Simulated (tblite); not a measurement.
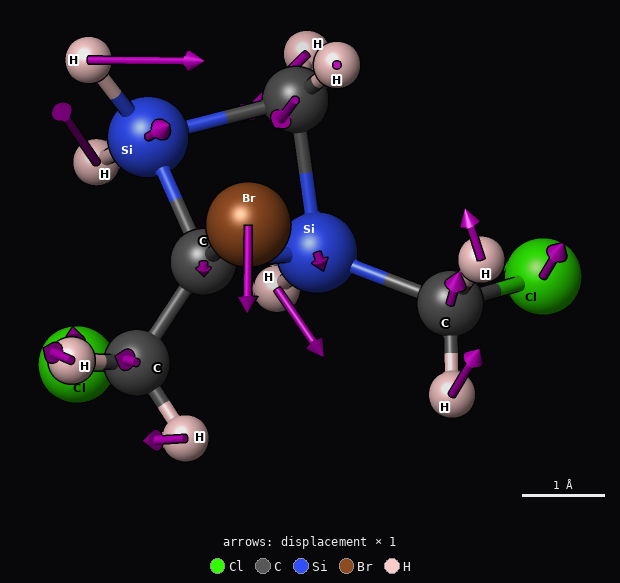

A relaxation of C4H9BrCl2Si2. The starting structure is drawn; purple arrows show the displacements, at their true length. The two geometries are superimposed by the best rigid fit.

The picture is a ball-and-stick view, seen at a tilt.

Theory: tblite, GFN2-xTB geometry optimisation, gas phase. 

Atoms of which element are displaced furthest, and by how much?

Answer. Hydrogen: up to 1.70 Å, against 1.12 Å for bromine.

What did the optimiser do to the structure, and how much energy did it gain?

Answer. An H atom moves most after the best rigid fit: 1.70 Å. Largest moves by element: H 1.70 Å, Br 1.12 Å, C 0.77 Å, Cl 0.71 Å, Si 0.58 Å. Near-neighbour distances that change, for instance: Cl–Si 3.054 → 3.263 Å, C–Si 1.820 → 1.906 Å, C–Si 1.861 → 1.945 Å, C–Si 1.887 → 1.944 Å. Bond angles that change, for instance: C–Si–H 108.1° → 121.4°, C–Si–H 108.4° → 118.4°, Si–C–Si 84.5° → 94.1°. Groups turn about C–Si by about 50°, C–Si by about 45°, C–Si by about 45°. Over 119 geometry steps the energy falls by 87.6 kJ/mol.
